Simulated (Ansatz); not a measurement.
**CCSD/6-31G(d) (spherical functions) run of CH7BSi2 (SMILES CB1[SiH2][SiH2]1)**

Aim: the energy change on altering one bond length of CH7BSi2 at CCSD/6-31G* (spherical functions), from 2 runs. 

The results are computed with Ansatz 0.2.0.

75 further runs of the same task are left out: 75 set aside as unsound or not needed.

**1. The system as given**

CH7BSi2 has 11 atoms, charge 0, and is taken as a singlet. SMILES: `CB1[SiH2][SiH2]1`. Geometry: relaxed at PBE0-D4/def2-TZVP.

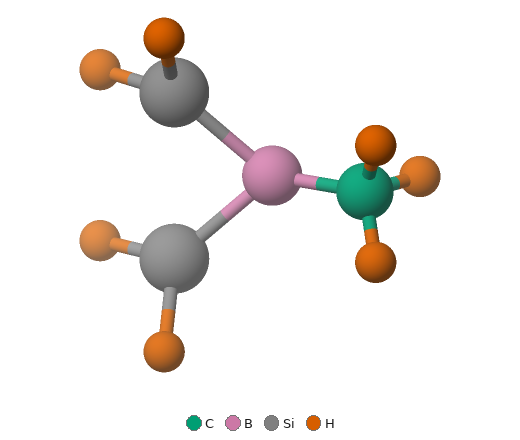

The structure, seen from a chosen angle (carbon teal, boron pink, silicon grey, hydrogen orange).

**2. A single-point energy at CCSD/6-31G(d) (spherical functions)**

The input, input.yaml:

```yaml
crystal:
  periodic: [false, false, false]
  atoms:
    - symbol: C
      position_ang: [-0.263900, 1.793500, 0.099500]
    - symbol: B
      position_ang: [-0.450600, 0.243000, -0.016600]
    - symbol: Si
      position_ang: [0.018800, -1.148600, 1.199400]
    - symbol: Si
      position_ang: [0.210300, -0.982900, -1.318800]
    - symbol: H
      position_ang: [0.165600, 2.121800, 1.048800]
    - symbol: H
      position_ang: [-1.271300, 2.229100, 0.051100]
    - symbol: H
      position_ang: [0.301000, 2.238000, -0.723000]
    - symbol: H
      position_ang: [-0.479200, -2.541300, 1.107000]
    - symbol: H
      position_ang: [0.876900, -0.975400, 2.403900]
    - symbol: H
      position_ang: [1.239000, -0.662800, -2.346600]
    - symbol: H
      position_ang: [-0.281200, -2.371200, -1.484200]
basis:
  gaussian: {orbitals: 6-31G_st_-spherical.json}
correlation: {method: ccsd, frozen_orbitals: {B: 1, C: 1, H: 0, Si: 5}}
accuracy: high
scf: {omitted_lower_state_checks: [cluster_reference, increment]}
```

The basis set 6-31G* is read from a file made from the Basis Set Exchange's data (not shown).

Command:

```sh
ansatz run input.yaml --threads 1 --pin off --max-ram 3480MiB --events-out events.jsonl --progress --plain --runs-dir runs
```

Log (excerpt; [...] marks lines left out):

```text
Warning: RAYON_NUM_THREADS=1 ignored (pool sized by the plan → 1); use --threads N
Functional definition: HF
  name "HF"
[...]
1867 factors; integrals over basis functions are off by at most 3.4e-9 eV
[...]
mean field -17533.96981372 eV, -644.3615057027 hartree, gradient 1.0e-8 eV, S^2 0.000000; 0 other end points of the search recorded, 0 dependent functions left out
12 core orbitals not correlated: weight in the atoms' cores, before any rotation towards them, 1.000 or more for the frozen orbitals, at most 0.000 for the correlated occupied ones
reference -17533.96981372 eV, -644.3615057027 hartree; 11, 11 occupied and 55, 55 virtual orbitals, 1867 factors
second order -10.26906771 eV of doubles, -0.00000000 eV of singles
cycle   1  -11.25370143 eV  change   -9.8e-1 eV  update   9.9e-2
[...]
cycle  22  -11.78257411 eV  change   4.6e-10 eV  update   1.6e-9
Total energy: -17545.75238784 eV, -644.7945073149 hartree
Checks for a lower state left out: cluster_reference, increment
```

Run time: 9.3 s. Hardware: 1 thread of Arm Neoverse V1, shared host; peak memory 0.36 GiB.

**3. The distorted shape**

The input, molecule.yaml:

```yaml
crystal:
  periodic: [false, false, false]
  atoms:
    - {symbol: C, position_ang: [-0.950368, 1.654942, -0.864084]}
    - {symbol: B, position_ang: [-1.137068, 0.104442, -0.980184]}
    - {symbol: Si, position_ang: [-0.667668, -1.287158, 0.235816]}
    - {symbol: Si, position_ang: [-0.476168, -1.121458, -2.282384]}
    - {symbol: H, position_ang: [-0.520868, 1.983242, 0.085216]}
    - {symbol: H, position_ang: [-1.957768, 2.090542, -0.912484]}
    - {symbol: H, position_ang: [-0.385468, 2.099442, -1.686584]}
    - {symbol: H, position_ang: [-1.165668, -2.679858, 0.143416]}
    - {symbol: H, position_ang: [0.876900, -0.975400, 2.403900]}
    - {symbol: H, position_ang: [0.552532, -0.801358, -3.310184]}
    - {symbol: H, position_ang: [-0.967668, -2.509758, -2.447784]}
basis:
  gaussian:
    orbitals: 6-31G_st_-spherical.json
correlation:
  method: ccsd
  frozen_orbitals: {B: 1, C: 1, H: 0, Si: 5}
accuracy: high
scf:
  omitted_lower_state_checks: [cluster_reference, increment]
```

The basis set 6-31G* is read from a file made from the Basis Set Exchange's data (not shown).

Command:

```sh
ansatz run molecule.yaml --threads 1 --pin off --max-ram 3480MiB --events-out events.jsonl --progress --plain --runs-dir runs
```

Log (excerpt; [...] marks lines left out):

```text
Warning: RAYON_NUM_THREADS=1 ignored (pool sized by the plan → 1); use --threads N
[... 2 set-up lines as earlier in the session ...]
[...]
1869 factors; integrals over basis functions are off by at most 3.5e-9 eV
[...]
mean field -17530.25359299 eV, -644.2249371097 hartree, gradient 1.8e-8 eV, S^2 0.000000; 0 other end points of the search recorded, 0 dependent functions left out; unrestricted orbitals would lower it
12 core orbitals not correlated: weight in the atoms' cores, before any rotation towards them, 1.000 or more for the frozen orbitals, at most 0.000 for the correlated occupied ones
reference -17530.25359299 eV, -644.2249371097 hartree; 11, 11 occupied and 55, 55 virtual orbitals, 1869 factors
second order -10.76768774 eV of doubles, -0.00000000 eV of singles
cycle   1  -11.84428996 eV  change    -1.1e0 eV  update   1.4e-1
[...]
cycle  28  -12.68174019 eV  change   -1.6e-9 eV  update   1.8e-9
Total energy: -17542.93533318 eV, -644.6909824656 hartree
Checks for a lower state left out: cluster_reference, increment
```

Run time: 11 s. Hardware: 1 thread of Arm Neoverse V1, shared host; peak memory 0.36 GiB.

**4. Outcome**

At CCSD/6-31G* (spherical functions), 12 core orbitals frozen:

| quantity | value |
| --- | --- |
| first shape: total energy | -644.79451 Eh |
| first shape: correlation energy (12 core orbitals frozen) | -433.0 mEh |
| first shape: T1 diagnostic | 0.016 |
| distorted shape: total energy | -644.69098 Eh |
| distorted shape: correlation energy (12 core orbitals frozen) | -466.0 mEh |
| distorted shape: T1 diagnostic | 0.024 |
| energy change with the Si3–H9 bond stretched from 1.489 to 2.680 Å | 2.817 eV |

What this shows: One bond (distorted shape) is far stretched, which a spin-restricted single reference describes badly; a broken-symmetry solution may lie lower. With the Si3–H9 bond stretched from 1.489 to 2.680 Å the energy rises by 2.82 eV (65 kcal/mol). The first shape isn't relaxed at this level, so the change isn't measured from a minimum. A restricted reference can't describe the breaking bond well at this length. The T1 diagnostic (distorted shape) of 0.024 is above the customary mark for such species, so a single reference may not serve. The restricted solution (distorted shape) is unstable to spin breaking: an unrestricted one lies lower.
